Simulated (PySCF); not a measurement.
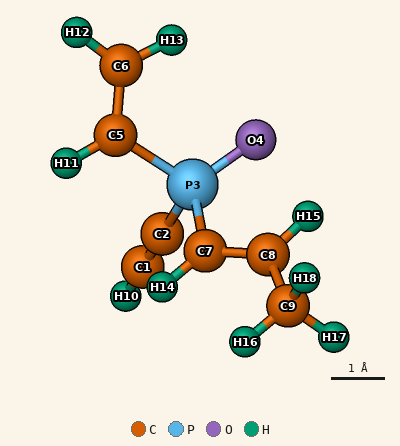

Figure 1. The input geometry of the first run (ball-and-stick view, seen at a tilt; atoms are numbered from 1 in the order of the input). Bond lengths as drawn: C–C 1.21 to 1.49 Å, C–H 1.08 to 1.10 Å, C–P 1.78 to 1.80 Å and O–P 1.50 Å.

# What a change does: NMR shielding calculation on C7H9OP

System: C7H9OP.
Method of the first run: GIAO PBE0/pcSseg-1 NMR shielding, non-relativistic, IEF-PCM dichloromethane (PySCF 2.14.0).

The geometry comes from this level: PBE0-D3(BJ)/def2-SVP. Text and figures count atoms from 1; the logs count them from 0 in places.

## Input, the first run
```
{"job": {"kind": "nmr", "xc": "PBE0", "basis": "pcSseg-1", "solvent": "dichloromethane", "pop": false}, "charge": 0, "multiplicity": 1}
C      1.616035     3.093691     0.196428
C      1.224524     1.972930    -0.058868
P      0.658547     0.336606    -0.475909
O      0.739475    -0.017133    -1.927218
C      1.675834    -0.711048     0.583358
C      2.377279    -1.690150     0.010835
C     -1.006818     0.302572     0.196478
C     -2.012737    -0.038017    -0.617810
C     -3.449691    -0.119967    -0.239416
H      1.963848     4.087560     0.417366
H      1.693766    -0.523770     1.662993
H      3.007667    -2.367476     0.594752
H      2.330397    -1.829526    -1.074616
H     -1.169039     0.568433     1.247796
H     -1.748150    -0.275565    -1.657243
H     -3.618425     0.134429     0.816544
H     -4.051767     0.559558    -0.865129
H     -3.840050    -1.134658    -0.423646
```

The first line tells a small driver script what to run in PySCF; the rest is the geometry in Å.

Launched with:
```bash
OMP_NUM_THREADS=1 python <driver script> task.json out
```

Hardware: 1 CPU thread, shared host.

## Output (the first run)
```
coarse grid: 15896 points
cycle   1  E = -687.8212894941  dE =  1.266e+00  |g| = 9.322e-01  |ddm| = 4.111e+00
cycle   2  E = -687.4151869856  dE =  4.061e-01  |g| = 1.696e+00  |ddm| = 3.252e+00
cycle   3  E = -687.9799082497  dE = -5.647e-01  |g| = 2.330e-01  |ddm| = 2.544e+00
cycle   4  E = -687.9914709076  dE = -1.156e-02  |g| = 7.685e-02  |ddm| = 2.495e-01
cycle   5  E = -687.9922320542  dE = -7.611e-04  |g| = 5.321e-02  |ddm| = 8.359e-02
cycle   6  E = -687.9929302769  dE = -6.982e-04  |g| = 6.357e-03  |ddm| = 4.028e-02
cycle   7  E = -687.9929385597  dE = -8.283e-06  |g| = 3.007e-03  |ddm| = 7.002e-03
final grid: 149944 points
cycle   8  E = -688.0598406816  dE = -2.261e-05  |g| = 1.139e-02  |ddm| = 3.819e-02
cycle   9  E = -688.0597983239  dE =  4.236e-05  |g| = 1.832e-02  |ddm| = 2.730e-02
cycle  10  E = -688.0598693125  dE = -7.099e-05  |g| = 2.418e-03  |ddm| = 1.840e-02
cycle  11  E = -688.0598705579  dE = -1.245e-06  |g| = 1.281e-04  |ddm| = 2.090e-03
cycle  12  E = -688.0598705598  dE = -1.874e-09  |g| = 9.399e-05  |ddm| = 2.048e-04
cycle  13  E = -688.0598705615  dE = -1.740e-09  |g| = 4.559e-05  |ddm| = 9.211e-05
cycle  14  E = -688.0598705620  dE = -4.973e-10  |g| = 9.878e-06  |ddm| = 4.133e-05
converged SCF energy = -688.0598705620

GIAO shielding tensors (ppm)
atom      isotropic    diamagn.    paramagn.     s11        s22        s33       span
  0 C       84.014     258.483    -174.469     11.794     13.309    226.939    215.146
  1 C      101.850     273.971    -172.121      2.491      6.532    296.527    294.036
  2 P      338.356     963.886    -625.530    255.552    262.568    496.948    241.396
  3 O      275.546     396.043    -120.497    188.111    289.814    348.712    160.601
  4 C       44.434     264.000    -219.565    -69.517     57.973    144.847    214.364
  5 C       39.807     253.992    -214.185    -89.312     31.037    177.694    267.006
  6 C       56.278     265.913    -209.635    -44.344     81.764    131.413    175.757
  7 C       24.248     257.951    -233.703   -105.472      6.760    171.455    276.926
  8 C      161.738     246.244     -84.506    144.480    157.266    183.466     38.986
  9 H       27.980      32.105      -4.125     23.429     23.466     37.044     13.615
 10 H       24.761      31.544      -6.783     23.111     24.040     27.132      4.021
 11 H       24.543      27.152      -2.610     21.530     24.135     27.963      6.433
 12 H       24.435      30.084      -5.650     20.207     23.171     29.926      9.719
 13 H       25.317      34.026      -8.709     23.651     24.206     28.095      4.444
 14 H       24.192      33.341      -9.148     20.515     21.718     30.344      9.830
 15 H       29.154      28.337       0.817     25.214     28.761     33.487      8.273
 16 H       29.051      25.694       3.357     25.375     26.733     35.045      9.670
 17 H       29.084      26.505       2.579     25.360     26.754     35.138      9.778
```

For the second run the input was changed thus:
```diff
-"solvent": "dichloromethane"
-"pop": false
+"solvent": "cyclohexane"
+"pop": true
```

How does the second run compare with the first run?

The total energy of the second run is 4.8 kcal/mol higher: the change of the electrostatic solvation energy at this fixed geometry, without cavity or dispersion terms. The dipole moment goes from 4.79 to 4.16 D. Of all shieldings, the largest change is that of O4, by −6.2 ppm. The SCF takes 15 iterations against 14.

## Output (the second run)
```
coarse grid: 15896 points
cycle   1  E = -687.8059507717  dE =  1.281e+00  |g| = 9.432e-01  |ddm| = 4.111e+00
cycle   2  E = -687.2868617195  dE =  5.191e-01  |g| = 1.843e+00  |ddm| = 3.569e+00
cycle   3  E = -687.9686007857  dE = -6.817e-01  |g| = 2.603e-01  |ddm| = 2.875e+00
cycle   4  E = -687.9830846947  dE = -1.448e-02  |g| = 9.460e-02  |ddm| = 3.017e-01
cycle   5  E = -687.9842037015  dE = -1.119e-03  |g| = 6.722e-02  |ddm| = 1.078e-01
cycle   6  E = -687.9853204076  dE = -1.117e-03  |g| = 8.678e-03  |ddm| = 5.173e-02
cycle   7  E = -687.9853349422  dE = -1.453e-05  |g| = 4.325e-03  |ddm| = 9.206e-03
cycle   8  E = -687.9853394349  dE = -4.493e-06  |g| = 9.241e-04  |ddm| = 3.760e-03
final grid: 149944 points
cycle   9  E = -688.0522721441  dE = -2.676e-05  |g| = 1.053e-02  |ddm| = 3.761e-02
cycle  10  E = -688.0522445490  dE =  2.760e-05  |g| = 1.592e-02  |ddm| = 2.609e-02
cycle  11  E = -688.0522963678  dE = -5.182e-05  |g| = 2.693e-03  |ddm| = 1.796e-02
cycle  12  E = -688.0522977415  dE = -1.374e-06  |g| = 3.272e-04  |ddm| = 2.583e-03
cycle  13  E = -688.0522977534  dE = -1.196e-08  |g| = 2.501e-04  |ddm| = 4.876e-04
cycle  14  E = -688.0522977688  dE = -1.537e-08  |g| = 5.487e-05  |ddm| = 2.032e-04
cycle  15  E = -688.0522977695  dE = -6.467e-10  |g| = 2.249e-05  |ddm| = 4.859e-05
converged SCF energy = -688.0522977695

GIAO shielding tensors (ppm)
atom      isotropic    diamagn.    paramagn.     s11        s22        s33       span
  0 C       86.295     259.226    -172.931     15.311     16.306    227.267    211.955
  1 C      101.127     273.483    -172.356      1.285      5.504    296.591    295.307
  2 P      340.859     963.781    -622.922    256.136    261.125    505.316    249.180
  3 O      269.368     395.129    -125.761    177.183    286.693    344.229    167.045
  4 C       44.660     264.202    -219.542    -69.486     58.539    144.928    214.415
  5 C       40.142     253.716    -213.574    -88.716     31.893    177.247    265.963
  6 C       55.783     265.985    -210.201    -45.261     81.519    131.091    176.352
  7 C       25.232     257.652    -232.420   -103.780      7.812    171.665    275.445
  8 C      161.536     246.307     -84.771    144.932    156.431    183.245     38.313
  9 H       28.314      32.331      -4.018     23.822     23.858     37.261     13.439
 10 H       24.948      31.806      -6.857     23.107     24.374     27.365      4.258
 11 H       24.690      27.302      -2.611     21.596     24.384     28.091      6.495
 12 H       24.383      30.012      -5.629     20.256     23.050     29.843      9.587
 13 H       25.490      34.260      -8.770     23.607     24.541     28.322      4.716
 14 H       24.156      33.279      -9.123     20.580     21.619     30.269      9.689
 15 H       29.263      28.507       0.757     25.366     28.889     33.534      8.168
 16 H       29.106      25.837       3.268     25.459     26.809     35.049      9.590
 17 H       29.152      26.653       2.499     25.458     26.850     35.148      9.691
```

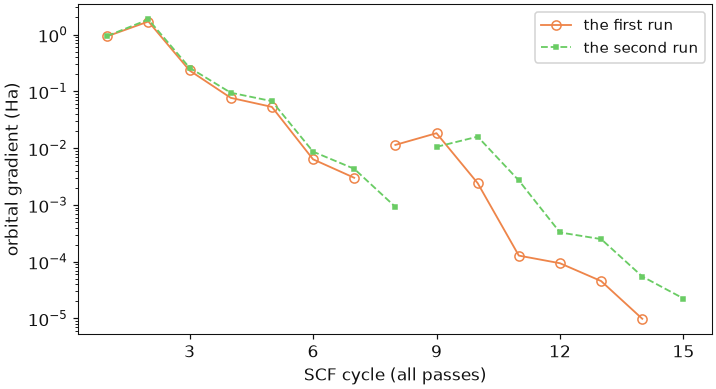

Figure 2. Convergence of the two runs: orbital gradient against the SCF cycle. A break in a curve parts two SCF passes (coarse and final grid). The first run takes 14 cycles in all, and the second run takes 15.

## The two runs side by side

```tsv
quantity	the first run	the second run
outcome	converged	converged
total energy (hartree)	−688.059871	−688.052298
HOMO (eV)	−7.80	−7.79
LUMO (eV)	−0.96	−0.94
dipole moment (D)	4.79	4.16
shielding of C1 (ppm)	84.0	86.3
shielding of C2 (ppm)	101.9	101.1
shielding of P3 (ppm)	338.4	340.9
shielding of O4 (ppm)	275.5	269.4
shielding of C6 (ppm)	39.8	40.1
shielding of C7 (ppm)	56.3	55.8
shielding of C8 (ppm)	24.2	25.2
SCF iterations	14	15
basis functions	205	205
wall time (shared host)	31 s	33 s
```
